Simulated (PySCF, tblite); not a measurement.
# C4H9ClSi2: a rotation path, then NMR shifts on frames

How do NMR shifts of C4H9ClSi2 (`C[C@@H](Cl)[SiH2]C#C[SiH3]`) change as the atoms move?

Programs: tblite 0.8.0 and PySCF 2.14.0, with density-fitted response routines of our own. Each step states its level of theory. These are calculated values for one molecule in the gas phase, unless marked as measured. Atoms are numbered from 0 throughout.

### 1 The molecule as given

16 atoms, charge 0, multiplicity 1; geometry from: GFN2-xTB.

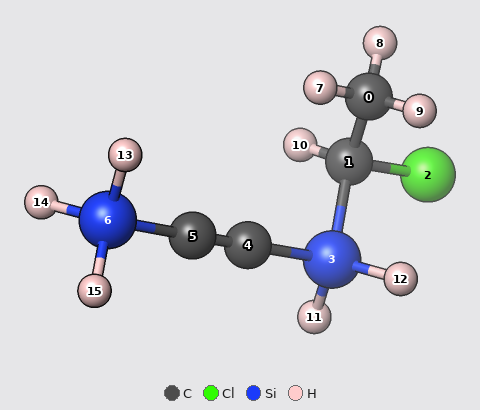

The starting geometry (carbon dark grey, chlorine green, silicon blue, hydrogen pink), atoms numbered.

### 2 The rotation path with GFN2-xTB

The job: settings as JSON, then the geometry in Å.

```
{"job": {"kind": "neb", "xc": "GFN2-xTB", "basis": "xTB", "atoms": [2, 1, 3, 4], "turn": 120}, "charge": 0, "multiplicity": 1}
C     -2.109603     1.009988     0.205810
C     -1.812343    -0.276646     0.948542
Cl    -3.365417    -1.088154     1.367782
Si    -0.774356    -1.544016    -0.053519
C      0.841774    -0.709372    -0.393529
C      1.900145    -0.159860    -0.608087
Si     3.513958     0.691251    -0.924803
H     -1.171641     1.514810    -0.019913
H     -2.730930     1.676505     0.802616
H     -2.626035     0.804208    -0.729439
H     -1.347241    -0.047739     1.909314
H     -0.569771    -2.737432     0.768440
H     -1.476202    -1.828771    -1.306812
H      3.226333     1.963621    -1.592350
H      4.165226     0.918377     0.367498
H      4.328504    -0.177826    -1.776762
```

Method: GFN2-xTB climbing-image nudged elastic band, gas phase.

The run is started by

```bash
OMP_NUM_THREADS=1 python probes_run.py task.json out
```

This one command runs all jobs of the session in turn.

What it wrote:

```text
image   E - E0 / eV
  0       0.0000
  1       0.0134
  2       0.0368
  3       0.0592
  4       0.0698
  5       0.0641
  6       0.0464
  7       0.0280
  8       0.0215
```

Wall time 2.9 s (1 thread of AMD EPYC 9R14, shared host); peak memory 0.19 GiB.

The final band, with the dihedral Cl2–C1–Si3–C4:

| image | dihedral (°) | energy (eV) | energy (kcal/mol) |
| --- | --- | --- | --- |
| 0 | -177 | 0.000 | 0.0 |
| 1 | -163 | 0.013 | 0.3 |
| 2 | -148 | 0.037 | 0.8 |
| 3 | -133 | 0.059 | 1.4 |
| 4 | -118 | 0.070 | 1.6 |
| 5 | -103 | 0.064 | 1.5 |
| 6 | -89 | 0.046 | 1.1 |
| 7 | -74 | 0.028 | 0.6 |
| 8 | -58 | 0.022 | 0.5 |

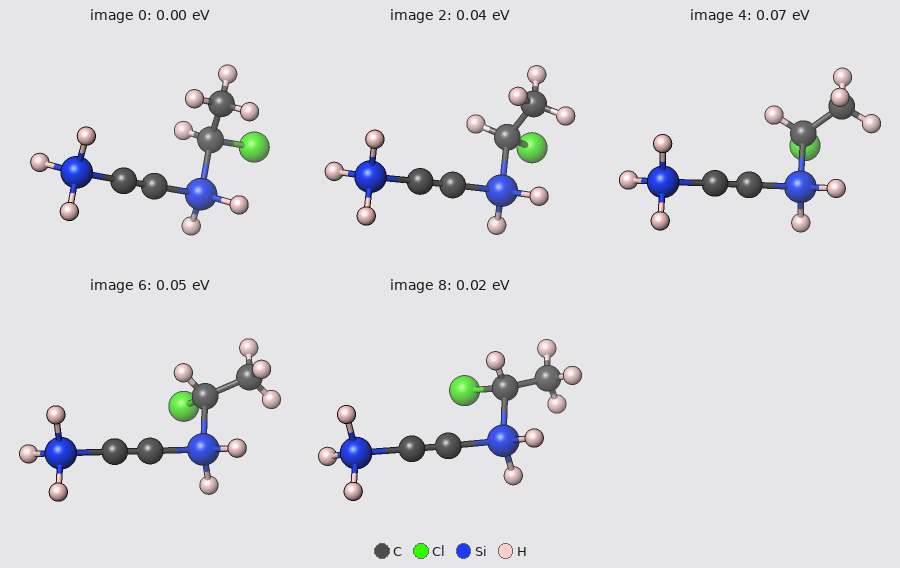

Images along the band.

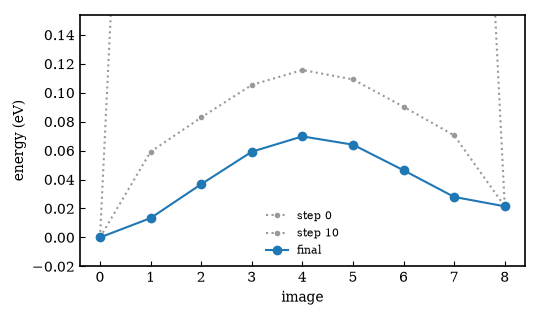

Energy along the band, early and final.

### 3 NMR shieldings: image 0, PBE0/pcSseg-1

The job: settings as JSON, then the geometry in Å.

```
{"job": {"kind": "nmr", "xc": "PBE0", "basis": "pcSseg-1", "pop": false}, "charge": 0, "multiplicity": 1}
C     -2.109600     1.010000     0.205800
C     -1.812300    -0.276600     0.948500
Cl    -3.365400    -1.088200     1.367800
Si    -0.774400    -1.544000    -0.053500
C      0.841800    -0.709400    -0.393500
C      1.900100    -0.159900    -0.608100
Si     3.514000     0.691300    -0.924800
H     -1.171600     1.514800    -0.019900
H     -2.730900     1.676500     0.802600
H     -2.626000     0.804200    -0.729400
H     -1.347200    -0.047700     1.909300
H     -0.569800    -2.737400     0.768400
H     -1.476200    -1.828800    -1.306800
H      3.226300     1.963600    -1.592400
H      4.165200     0.918400     0.367500
H      4.328500    -0.177800    -1.776800
```

Level: GIAO PBE0/pcSseg-1 NMR shielding, non-relativistic, gas phase.

What it wrote:

```text
coarse grid: 14800 points
cycle   1  E = -1196.2357951965  dE =  4.042e-01  |g| = 4.212e-01  |ddm| = 3.650e+00
cycle   2  E = -1196.2331118823  dE =  2.683e-03  |g| = 4.308e-01  |ddm| = 9.628e-01
cycle   3  E = -1196.2822059773  dE = -4.909e-02  |g| = 4.626e-02  |ddm| = 4.977e-01
cycle   4  E = -1196.2825961784  dE = -3.902e-04  |g| = 3.042e-02  |ddm| = 7.923e-02
cycle   5  E = -1196.2827845139  dE = -1.883e-04  |g| = 1.404e-02  |ddm| = 2.956e-02
cycle   6  E = -1196.2828331638  dE = -4.865e-05  |g| = 3.382e-03  |ddm| = 1.256e-02
cycle   7  E = -1196.2828357079  dE = -2.544e-06  |g| = 1.149e-03  |ddm| = 3.343e-03
final grid: 128784 points
cycle   8  E = -1196.3237346459  dE = -2.512e-05  |g| = 7.415e-03  |ddm| = 2.837e-02
cycle   9  E = -1196.3237250052  dE =  9.641e-06  |g| = 9.439e-03  |ddm| = 1.477e-02
cycle  10  E = -1196.3237482061  dE = -2.320e-05  |g| = 1.143e-03  |ddm| = 8.677e-03
cycle  11  E = -1196.3237484529  dE = -2.468e-07  |g| = 3.961e-04  |ddm| = 1.235e-03
cycle  12  E = -1196.3237484845  dE = -3.164e-08  |g| = 1.782e-04  |ddm| = 3.638e-04
cycle  13  E = -1196.3237484924  dE = -7.892e-09  |g| = 3.488e-05  |ddm| = 1.523e-04
cycle  14  E = -1196.3237484927  dE = -2.960e-10  |g| = 7.403e-06  |ddm| = 3.881e-05
converged SCF energy = -1196.3237484927

GIAO shielding tensors (ppm)
atom      isotropic    diamagn.    paramagn.     s11        s22        s33       span
  0 C      162.726     248.747     -86.021    145.819    158.456    183.903     38.083
  1 C      139.969     250.168    -110.198    109.480    131.212    179.217     69.737
  2 Cl     824.198    1144.914    -320.715    627.573    775.306   1069.716    442.143
  3 Si     411.387     881.320    -469.933    375.308    408.911    449.941     74.633
  4 C       70.084     264.579    -194.495    -30.505    -24.266    265.023    295.527
  5 C       72.076     264.916    -192.840    -22.601    -20.698    259.528    282.129
  6 Si     448.315     881.954    -433.639    442.187    443.228    459.531     17.344
  7 H       29.880      32.834      -2.953     24.176     28.857     36.608     12.433
  8 H       29.807      29.530       0.277     25.380     27.719     36.322     10.943
  9 H       30.301      30.512      -0.210     27.293     28.217     35.394      8.101
 10 H       28.129      31.490      -3.361     23.410     27.656     33.322      9.912
 11 H       27.236      28.486      -1.251     23.195     26.353     32.159      8.964
 12 H       27.502      29.015      -1.514     24.169     26.646     31.690      7.521
 13 H       27.477      29.329      -1.852     23.881     26.251     32.298      8.417
 14 H       27.489      28.952      -1.463     23.954     26.071     32.442      8.488
 15 H       27.483      27.924      -0.441     23.934     25.866     32.648      8.714
```

Wall time 24 s (1 thread of AMD EPYC 9R14, shared host); peak memory 0.83 GiB.

The references, computed at this level on geometries of the same kind, shield at (ppm): 1H TMS 31.72, 13C TMS 186.9, 29Si TMS 349.2, 35Cl HCl 950. Their shielding less the atom's gives the shift. The references are single molecules in the gas phase. Each atom is listed at this fixed geometry, with no averaging over motion; a spectrum would average atoms that exchange fast.

| atoms | environment | σ (ppm) | δ (ppm) |
| --- | --- | --- | --- |
| C4 | alkyne carbon | 70.1 | 116.8 |
| C5 | alkyne carbon | 72.1 | 114.8 |
| C1 | sp3 CH bonded to Cl and Si | 140.0 | 47.0 |
| C0 | methyl carbon | 162.7 | 24.2 |
| H11 | hydrogen on a silicon bonded to 2 C | 27.24 | 4.48 |
| H13 | hydrogen on a silicon bonded to C | 27.48 | 4.24 |
| H15 | hydrogen on a silicon bonded to C | 27.48 | 4.23 |
| H14 | hydrogen on a silicon bonded to C | 27.49 | 4.23 |
| H12 | hydrogen on a silicon bonded to 2 C | 27.50 | 4.22 |
| H10 | hydrogen on an sp3 CH bonded to Cl and Si | 28.13 | 3.59 |
| H8 | hydrogen on a methyl carbon | 29.81 | 1.91 |
| H7 | hydrogen on a methyl carbon | 29.88 | 1.84 |
| H9 | hydrogen on a methyl carbon | 30.30 | 1.42 |
| Cl2 | chlorine bonded to C | 824 | 126 |
| Si3 | silicon bonded to 2 C, 2 H | 411.4 | -62.2 |
| Si6 | silicon bonded to C, 3 H | 448.3 | -99.2 |

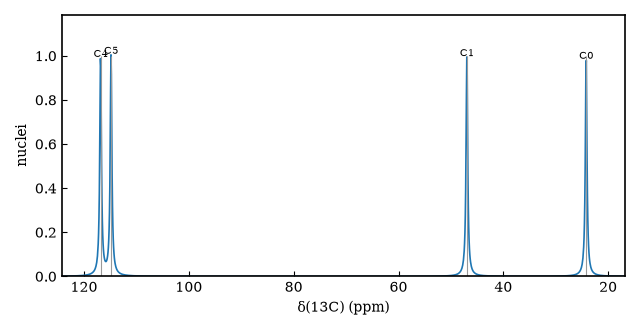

13C lines at the computed shifts, without couplings. Lines are broadened to a width of 0.37 ppm (Lorentzian).

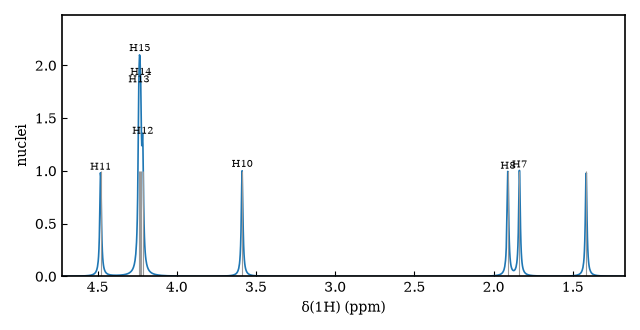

1H lines at the computed shifts, without couplings. Lines are broadened to a width of 0.01 ppm (Lorentzian).

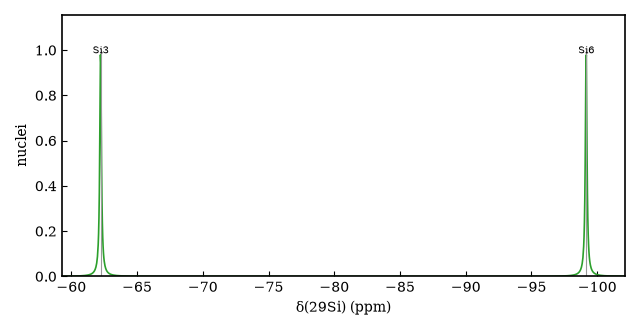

29Si lines at the computed shifts, without couplings. Lines are broadened to a width of 0.15 ppm (Lorentzian).

Orbitals, density, ELF and potential are computed afterwards from the orbital file.

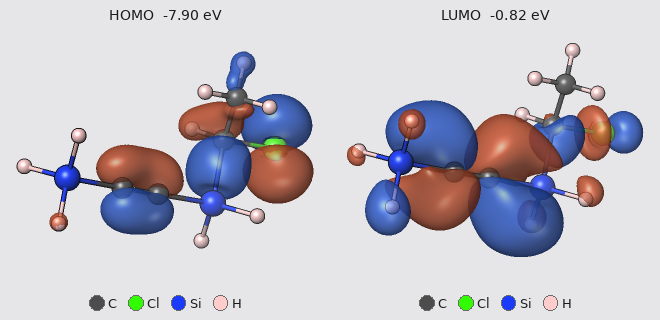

Frontier orbitals at PBE0/pcSseg-1; each surface holds 70 % of the orbital's density, blue and red mark the sign.

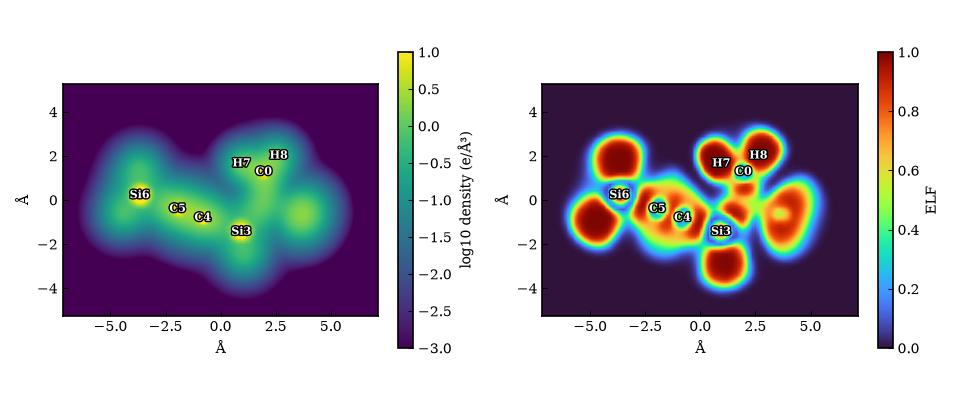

Density (left) and ELF (right) in a plane through or near 7 of the atoms.

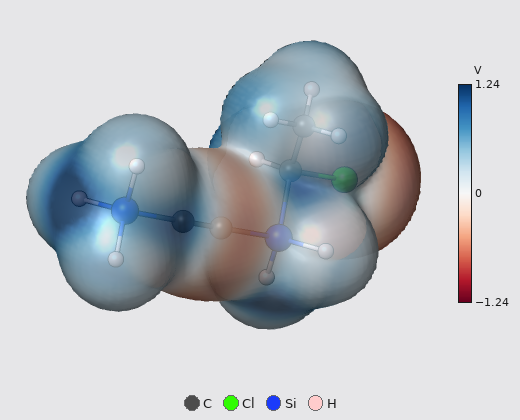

The potential that a unit positive charge feels on the 0.002 e/bohr³ surface, from -0.70 V near Cl2 to 1.24 V near H13.

### 4 Nuclear shieldings: image 2, PBE0/pcSseg-1

The job: settings as JSON, then the geometry in Å.

```
{"job": {"kind": "nmr", "xc": "PBE0", "basis": "pcSseg-1", "pop": false}, "charge": 0, "multiplicity": 1}
C     -2.492800     0.900700     0.167800
C     -1.709800    -0.149600     0.929600
Cl    -2.853500    -1.088400     1.960900
Si    -0.757700    -1.384500    -0.198300
C      0.914000    -0.632600    -0.446600
C      2.015900    -0.147200    -0.582200
Si     3.704400     0.578300    -0.812700
H     -1.802300     1.501600    -0.421300
H     -3.037300     1.555400     0.846500
H     -3.210400     0.434600    -0.504500
H     -1.031700     0.335800     1.635000
H     -0.641200    -2.668400     0.489800
H     -1.457300    -1.489700    -1.482200
H      3.552200     1.915900    -1.392200
H      4.358900     0.650900     0.496500
H      4.441200    -0.303900    -1.721300
```

Level: GIAO PBE0/pcSseg-1 NMR shielding, non-relativistic, gas phase.

What it wrote:

```text
coarse grid: 14800 points
cycle   1  E = -1196.2331988386  dE =  4.000e-01  |g| = 4.232e-01  |ddm| = 3.657e+00
cycle   2  E = -1196.2301955254  dE =  3.003e-03  |g| = 4.349e-01  |ddm| = 9.627e-01
cycle   3  E = -1196.2802237758  dE = -5.003e-02  |g| = 4.898e-02  |ddm| = 4.957e-01
cycle   4  E = -1196.2805864770  dE = -3.627e-04  |g| = 3.563e-02  |ddm| = 8.006e-02
cycle   5  E = -1196.2808583195  dE = -2.718e-04  |g| = 1.472e-02  |ddm| = 3.281e-02
cycle   6  E = -1196.2809120515  dE = -5.373e-05  |g| = 3.359e-03  |ddm| = 1.305e-02
cycle   7  E = -1196.2809145753  dE = -2.524e-06  |g| = 1.171e-03  |ddm| = 3.532e-03
final grid: 128784 points
cycle   8  E = -1196.3214545475  dE = -2.435e-05  |g| = 7.325e-03  |ddm| = 3.023e-02
cycle   9  E = -1196.3214451040  dE =  9.444e-06  |g| = 9.328e-03  |ddm| = 1.450e-02
cycle  10  E = -1196.3214677456  dE = -2.264e-05  |g| = 1.162e-03  |ddm| = 8.541e-03
cycle  11  E = -1196.3214679965  dE = -2.509e-07  |g| = 4.374e-04  |ddm| = 1.239e-03
cycle  12  E = -1196.3214680370  dE = -4.046e-08  |g| = 1.796e-04  |ddm| = 3.894e-04
cycle  13  E = -1196.3214680451  dE = -8.089e-09  |g| = 3.144e-05  |ddm| = 1.541e-04
cycle  14  E = -1196.3214680453  dE = -2.369e-10  |g| = 6.883e-06  |ddm| = 3.642e-05
converged SCF energy = -1196.3214680453

GIAO shielding tensors (ppm)
atom      isotropic    diamagn.    paramagn.     s11        s22        s33       span
  0 C      161.658     247.097     -85.439    147.034    155.177    182.763     35.729
  1 C      139.413     250.586    -111.173    111.375    130.388    176.476     65.101
  2 Cl     795.618    1145.577    -349.959    571.835    762.185   1052.834    480.999
  3 Si     401.616     881.640    -480.024    351.783    405.813    447.251     95.467
  4 C       70.329     264.090    -193.761    -31.557    -23.301    265.845    297.402
  5 C       71.213     264.846    -193.633    -24.062    -19.359    257.061    281.123
  6 Si     448.160     881.921    -433.761    441.714    443.171    459.595     17.881
  7 H       30.095      31.700      -1.605     24.943     28.565     36.777     11.834
  8 H       29.850      28.992       0.858     25.530     27.699     36.322     10.792
  9 H       30.264      29.583       0.681     27.001     28.344     35.447      8.446
 10 H       28.060      32.485      -4.424     23.550     27.031     33.601     10.051
 11 H       27.150      28.763      -1.613     23.136     26.809     31.506      8.370
 12 H       27.408      29.581      -2.173     24.387     26.352     31.485      7.098
 13 H       27.489      29.227      -1.738     23.938     26.159     32.371      8.433
 14 H       27.468      28.808      -1.340     23.940     26.064     32.400      8.459
 15 H       27.449      27.893      -0.444     23.912     25.888     32.547      8.635
```

Run time: 17 s. Hardware: 1 thread of AMD EPYC 9R14, shared host; peak memory 0.9 GiB.

In short: δ C4 116.6, C5 115.7, C1 47.5, C0 25.3, H11 4.57, H12 4.31 ppm.

[end of part 1 of 2]
